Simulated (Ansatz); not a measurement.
# [SiF3]− (SMILES F[Si-](F)F) at CCSDT(Q)/STO-3G

Aim: the energy change on altering one bond length of [SiF3]− at CCSDT(Q)/STO-3G, from 2 runs. 

Program for the calculation: Ansatz 0.2.0.

5 further runs of the same task are left out: 4 that didn't finish, 1 set aside as unsound or not needed.

## Step 1: The molecule

[SiF3]− has 4 atoms, charge -1, and is taken as a singlet. As SMILES, `F[Si-](F)F`. Geometry: relaxed at GFN2-xTB.

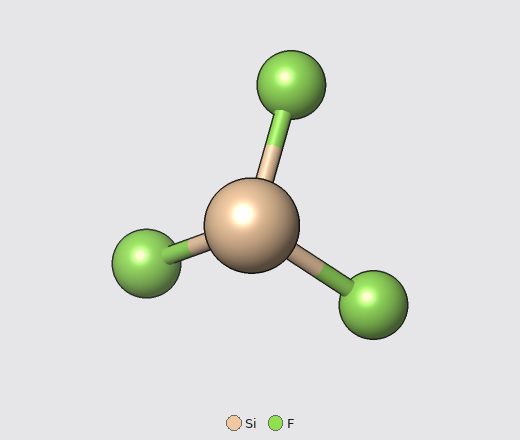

Viewed from a chosen angle; silicon light orange, fluorine green.

## Step 2: A single-point energy at CCSDT(Q)/STO-3G

Contents of job.yaml:

```yaml
crystal:
  periodic: [false, false, false]
  atoms:
    - {symbol: Si, position_ang: [-0.004470, 0.005770, 0.685050]}
    - {symbol: F, position_ang: [1.428310, -0.030960, -0.216950]}
    - {symbol: F, position_ang: [-0.687310, 1.250250, -0.242810]}
    - {symbol: F, position_ang: [-0.736530, -1.225060, -0.225300]}
basis:
  gaussian:
    orbitals: STO-3G
total_charge: -1
correlation:
  method: ccsdt_q
  frozen_orbitals: {F: 1, Si: 5}
accuracy: high
scf:
  omitted_lower_state_checks: [cluster_reference, increment]
```

Command:

```
$ ansatz run job.yaml --threads 1 --pin off --max-ram 2610MiB --events-out events.jsonl --progress --plain --runs-dir runs
```

Output:

```text
Warning: RAYON_NUM_THREADS=1 ignored (pool sized by the plan → 1); use --threads N
Functional definition: HF
  name "HF"
  exchange = exact_x
  correlation = 0
these checks for a lower state are left out or cut short: cluster_reference, increment
463 factors; integrals over basis functions are off by at most 4.2e-8 eV
mean field evaluation 1: about -15770.0110 eV, gradient 1.8e1 eV
mean field evaluation 2: about -15770.1033 eV, gradient 1.8e1 eV
mean field evaluation 4: about -15771.8019 eV, gradient 1.1e0 eV
mean field evaluation 8: about -15771.8102 eV, gradient 4.2e-6 eV
mean field -15771.81017351 eV, -579.6033333597 hartree, gradient 4.7e-9 eV, S^2 0.000000; 0 other end points of the search recorded, 0 dependent functions left out
8 core orbitals not correlated: weight in the atoms' cores, before any rotation towards them, 1.000 or more for the frozen orbitals, at most 0.000 for the correlated occupied ones
reference -15771.81017351 eV, -579.6033333597 hartree; 13, 13 occupied and 3, 3 virtual orbitals, 463 factors
second order -1.64475656 eV of doubles, -0.00000000 eV of singles
cycle   1  -1.84000311 eV  change   -2.0e-1 eV  update   7.5e-2
cycle   2  -2.05386648 eV  change   -2.1e-1 eV  update   3.5e-2
cycle   3  -2.13571226 eV  change   -8.2e-2 eV  update   2.0e-2
cycle   4  -2.14395400 eV  change   -8.2e-3 eV  update   4.4e-3
cycle   5  -2.14549932 eV  change   -1.5e-3 eV  update   2.2e-3
cycle   6  -2.14517600 eV  change    3.2e-4 eV  update   7.0e-4
cycle   7  -2.14500533 eV  change    1.7e-4 eV  update   3.0e-4
cycle   8  -2.14501170 eV  change   -6.4e-6 eV  update   8.9e-5
cycle   9  -2.14503198 eV  change   -2.0e-5 eV  update   2.7e-5
cycle  10  -2.14504144 eV  change   -9.5e-6 eV  update   1.1e-5
cycle  11  -2.14504177 eV  change   -3.3e-7 eV  update   3.4e-6
cycle  12  -2.14504071 eV  change    1.1e-6 eV  update   1.1e-6
cycle  13  -2.14503943 eV  change    1.3e-6 eV  update   5.2e-7
cycle  14  -2.14503926 eV  change    1.6e-7 eV  update   2.5e-7
cycle  15  -2.14503936 eV  change   -9.1e-8 eV  update   7.3e-8
cycle  16  -2.14503937 eV  change   -1.8e-8 eV  update   3.4e-8
cycle  17  -2.14503937 eV  change   -1.9e-9 eV  update   1.6e-8
cycle  18  -2.14503922 eV  change    1.6e-7 eV  update   7.5e-8
cycle  19  -2.14503921 eV  change    1.3e-9 eV  update   2.8e-8
cycle  20  -2.14503922 eV  change   -1.5e-9 eV  update   1.7e-8
cycle  21  -2.14503921 eV  change    2.6e-9 eV  update   8.9e-9
cycle  22  -2.14503922 eV  change   -3.0e-9 eV  update   3.3e-9
cycle  23  -2.14503921 eV  change    3.3e-9 eV  update   1.4e-9
cycle  24  -2.14503921 eV  change   3.5e-10 eV  update  4.7e-10
perturbative correction -0.00562981 eV, -0.0002068916 hartree
Total energy: -15773.96084253 eV, -579.6823689884 hartree
Checks for a lower state left out: cluster_reference, increment
```

It took 0.28 s on 1 thread of AMD EPYC 9R45 (Zen 5), shared host.

## Step 3: The distorted shape, same level

Contents of job.yaml:

```yaml
crystal:
  periodic: [false, false, false]
  atoms:
    - {symbol: Si, position_ang: [0.178558, 0.313499, 0.912654]}
    - {symbol: F, position_ang: [1.611338, 0.276769, 0.010654]}
    - {symbol: F, position_ang: [-0.504282, 1.557979, -0.015206]}
    - {symbol: F, position_ang: [-0.736530, -1.225060, -0.225300]}
basis:
  gaussian: {orbitals: STO-3G}
total_charge: -1
correlation: {method: ccsdt_q, frozen_orbitals: {F: 1, Si: 5}}
accuracy: high
scf: {omitted_lower_state_checks: [cluster_reference, increment]}
```

Command:

```
$ ansatz run job.yaml --threads 1 --pin off --max-ram 2610MiB --events-out events.jsonl --progress --plain --runs-dir runs
```

Output:

```text
Warning: RAYON_NUM_THREADS=1 ignored (pool sized by the plan → 1); use --threads N
[... 4 set-up lines as earlier in the session ...]
these checks for a lower state are left out or cut short: cluster_reference, increment
448 factors; integrals over basis functions are off by at most 3.8e-8 eV
mean field evaluation 1: about -15766.8761 eV, gradient 2.1e1 eV
mean field evaluation 2: about -15766.9634 eV, gradient 2.1e1 eV
mean field evaluation 4: about -15769.8955 eV, gradient 1.3e0 eV
mean field evaluation 8: about -15769.9070 eV, gradient 2.2e-5 eV
mean field -15769.90704616 eV, -579.5333947193 hartree, gradient 2.3e-8 eV, S^2 0.000000; 0 other end points of the search recorded, 0 dependent functions left out
8 core orbitals not correlated: weight in the atoms' cores, before any rotation towards them, 1.000 or more for the frozen orbitals, at most 0.000 for the correlated occupied ones
reference -15769.90704616 eV, -579.5333947193 hartree; 13, 13 occupied and 3, 3 virtual orbitals, 448 factors
second order -1.98358406 eV of doubles, -0.00000000 eV of singles
cycle   1  -2.22069059 eV  change   -2.4e-1 eV  update   1.0e-1
cycle   2  -2.52077372 eV  change   -3.0e-1 eV  update   5.2e-2
cycle   3  -2.65325750 eV  change   -1.3e-1 eV  update   3.1e-2
cycle   4  -2.67032301 eV  change   -1.7e-2 eV  update   9.1e-3
cycle   5  -2.67305228 eV  change   -2.7e-3 eV  update   4.3e-3
cycle   6  -2.67254212 eV  change    5.1e-4 eV  update   2.1e-3
cycle   7  -2.67250780 eV  change    3.4e-5 eV  update   7.2e-4
cycle   8  -2.67241771 eV  change    9.0e-5 eV  update   4.1e-4
cycle   9  -2.67243179 eV  change   -1.4e-5 eV  update   1.3e-4
cycle  10  -2.67249969 eV  change   -6.8e-5 eV  update   7.3e-5
cycle  11  -2.67253310 eV  change   -3.3e-5 eV  update   4.9e-5
cycle  12  -2.67251829 eV  change    1.5e-5 eV  update   2.2e-5
cycle  13  -2.67251641 eV  change    1.9e-6 eV  update   1.1e-5
cycle  14  -2.67250126 eV  change    1.5e-5 eV  update   5.4e-6
cycle  15  -2.67249911 eV  change    2.2e-6 eV  update   2.8e-6
cycle  16  -2.67249939 eV  change   -2.8e-7 eV  update   1.2e-6
cycle  17  -2.67249938 eV  change    1.2e-8 eV  update   5.9e-7
cycle  18  -2.67249962 eV  change   -2.4e-7 eV  update   3.0e-7
cycle  19  -2.67249980 eV  change   -1.7e-7 eV  update   1.2e-7
cycle  20  -2.67249981 eV  change   -1.6e-8 eV  update   4.9e-8
cycle  21  -2.67249976 eV  change    5.3e-8 eV  update   5.2e-8
cycle  22  -2.67249896 eV  change    8.0e-7 eV  update   1.5e-7
cycle  23  -2.67249876 eV  change    2.0e-7 eV  update   5.9e-8
cycle  24  -2.67249868 eV  change    7.7e-8 eV  update   3.3e-8
cycle  25  -2.67249866 eV  change    1.6e-8 eV  update   1.9e-8
cycle  26  -2.67249866 eV  change    1.8e-9 eV  update   1.3e-8
cycle  27  -2.67249866 eV  change    5.5e-9 eV  update   1.0e-8
cycle  28  -2.67249865 eV  change    3.7e-9 eV  update   4.3e-9
cycle  29  -2.67249865 eV  change    7.7e-9 eV  update   2.4e-9
cycle  30  -2.67249864 eV  change    1.6e-9 eV  update   1.4e-9
perturbative correction -0.00695708 eV, -0.0002556678 hartree
Total energy: -15772.58650187 eV, -579.6318629008 hartree
Checks for a lower state left out: cluster_reference, increment
```

It took 0.3 s on 1 thread of AMD EPYC 9R45 (Zen 5), shared host.

## Step 4: Summary of results

Level: CCSDT(Q)/STO-3G, 8 core orbitals frozen.

| quantity | value |
| --- | --- |
| first shape: total energy | -579.68237 Eh |
| first shape: correlation energy (8 core orbitals frozen) | -79.0 mEh |
| first shape: T1 diagnostic | 0.010 |
| distorted shape: total energy | -579.63186 Eh |
| distorted shape: correlation energy (8 core orbitals frozen) | -98.5 mEh |
| distorted shape: T1 diagnostic | 0.015 |
| energy change with the Si1–F4 bond stretched from 1.697 to 2.121 Å | 1.374 eV |

**Reading.** With the Si1–F4 bond stretched from 1.697 to 2.121 Å the energy rises by 1.37 eV (32 kcal/mol). The first shape isn't relaxed at this level, so the change isn't measured from a minimum. The minimal basis adds a large error of its own.
